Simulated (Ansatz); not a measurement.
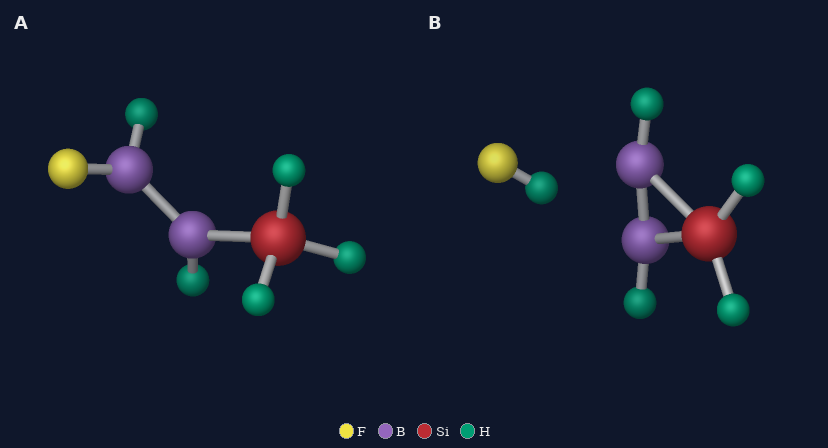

2 stationary structures of one formula. Geometries: PBE-D4/def2-SVP. Electronic energies: PBE-D4/def2-SVP (Ansatz 0.2.0), without zero-point energy. No frequency run is at hand to confirm each as a minimum. Each is one conformer, not always the lowest.

### Which structure is the most stable?

A is lowest; B lies 2.372 eV above it.
